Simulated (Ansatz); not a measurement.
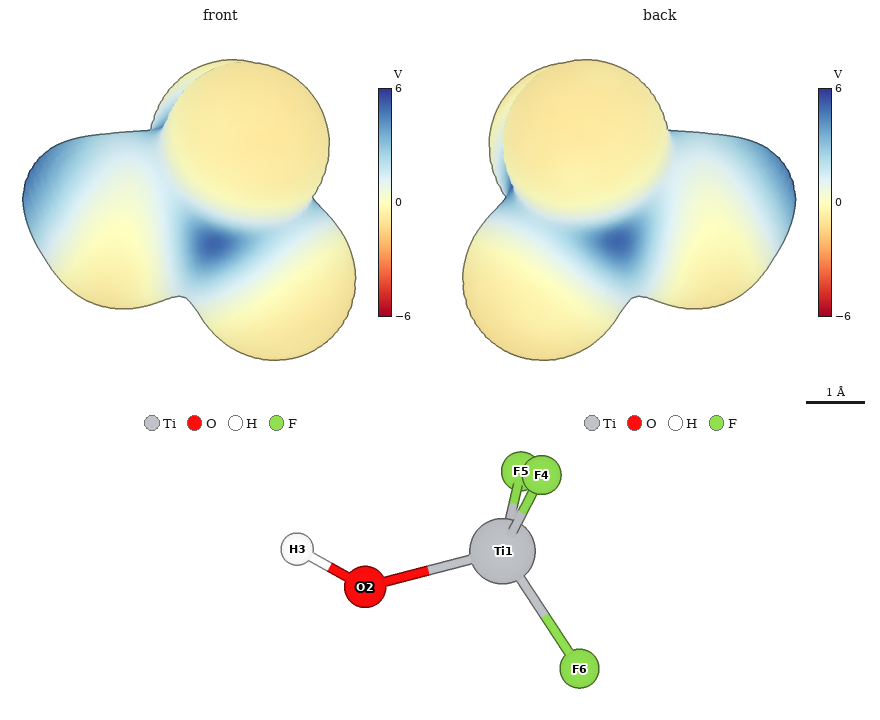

F₃HOTi (Ti(OH)F3). The molecular electrostatic potential painted on the density surface at 0.004 e/bohr³, seen from the front and from behind; red is negative and blue positive. The bare structure is drawn below in the same view.

Geometry: PBE-D4/def2-SVP; not at a stationary point (largest force 0.7 eV/Å).

Level of theory: Ansatz 0.2.0, RKS PBE0-D4/def2-TZVP.

```xyz
6

Ti   -0.0648   -0.1207   -0.4116
O    -0.0388   -0.0467    1.3596
H     0.3019    0.5640    2.0360
F     1.5764   -0.1110   -1.0273
F    -0.8780    1.2950   -1.0499
F    -0.8966   -1.5807   -0.9067
```

> Which sites attract a positive test charge, and which a negative one?

A positive charge is drawn to the negative regions and a negative charge to the positive ones. The most negative region (about −0.9 V, or −21 kcal/mol for a unit charge) lies over F4, F5 and F6, the most positive (about +4.9 V, or +113 kcal/mol for a unit charge) over Ti1.
